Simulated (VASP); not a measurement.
Band structure of NaI (rock salt). All values below come from vdW-DF-cx, VASP's PBE PAW potentials (set 64) (plane waves; VASP).

Unless said otherwise, spin-orbit coupling is left out, though it shifts the bands of the heavy elements here.

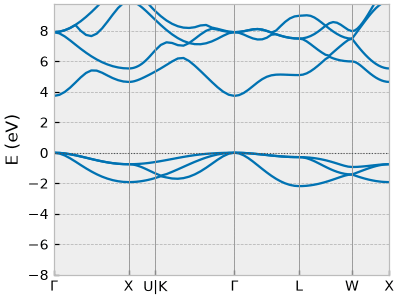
Figure. Bands along high-symmetry lines, zero at the valence-band maximum or, without a gap, the Fermi level

Read the plot: is there a gap, and where are the band edges?

The gap is direct, 3.73 eV, from the valence maximum at Γ to the conduction minimum at Γ. (Edges off the drawn lines would not show.)

Measured: gap 5.90 eV (computed value off by -2.17 eV), as given by Abedi et al., (2022), arXiv:2211.14644.

The compound is NaI in the rock salt structure. It was relaxed first.
